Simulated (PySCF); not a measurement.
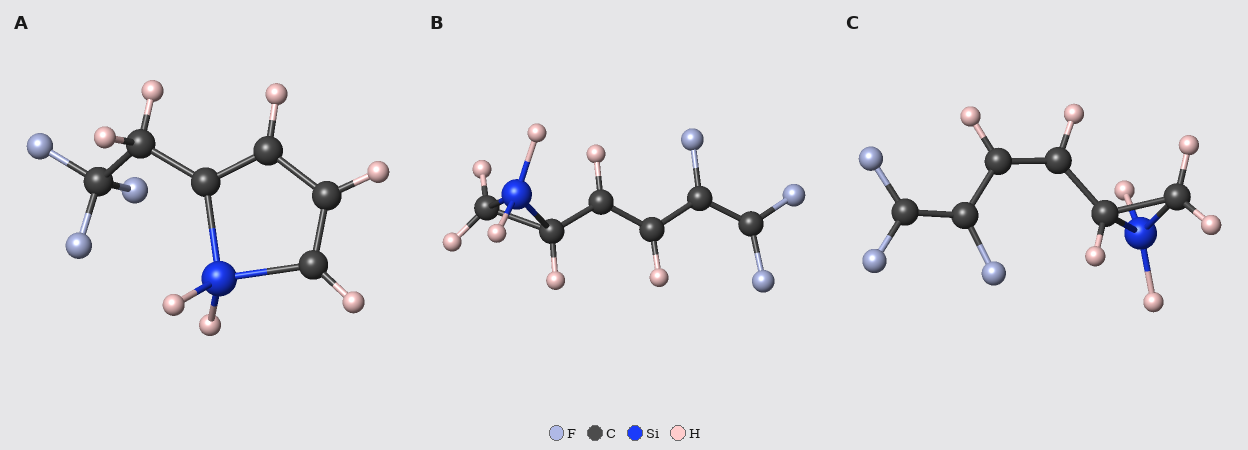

Simulated data, not a measurement (program: PySCF).

### Which panel belongs to which SMILES?
(1) FC(F)=C(F)/C=C/[C@@H]1C[SiH2]1
(2) FC(F)(F)CC1=CC=C[SiH2]1
(3) FC(F)=C(F)/C=C\[C@@H]1C[SiH2]1

A is (2), B is (1), C is (3).
